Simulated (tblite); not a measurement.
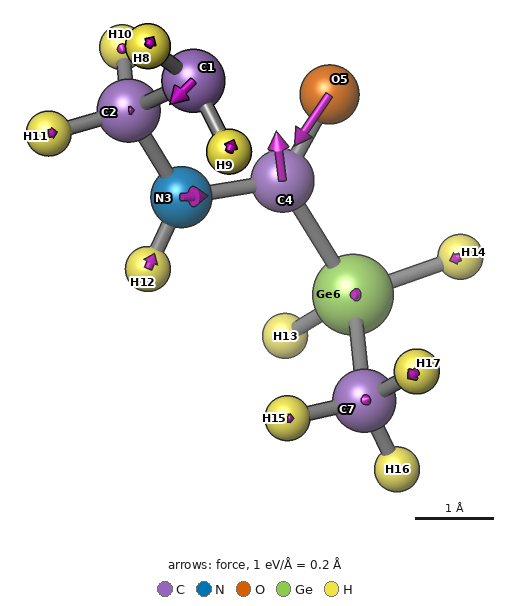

Starting geometry of C$_{4}$H$_{10}$GeNO (multiplicity 2) with the computed forces as purple arrows. The picture is a ball-and-stick view, seen from a free direction.

Method: tblite, GFN2-xTB geometry optimisation, gas phase. 

> Is this structure relaxed? If not, where do the atoms go?

It isn't relaxed: the largest force vector, on O5, is 4.13 eV/Å. The final displacements have little in common with the starting forces (cosine between the two patterns 0.15). The atom that moves furthest after the best rigid fit is H11 (1.98 Å). By element the largest moves are H 1.98 Å, C 1.33 Å, O 0.89 Å, Ge 0.61 Å, N 0.42 Å. Near-neighbour distances that change, for instance: C4–Ge6 1.931 → 2.005 Å, N3–C4 1.411 → 1.338 Å, C4–O5 1.280 → 1.214 Å, C1–C2 1.515 → 1.462 Å. Among the angles between lasting bonds that change: H8–C1–H9 107.1° → 118.8°, C2–C1–H9 108.3° → 119.6°, C2–C1–H8 112.7° → 121.5°. Groups turn about C2–N3 by about 70°, C4–Ge6 by about 65°. The energy falls by 94.8 kJ/mol in 275 geometry steps. The run took 1.6 s on 1 thread of Arm Neoverse V2, on a shared host.
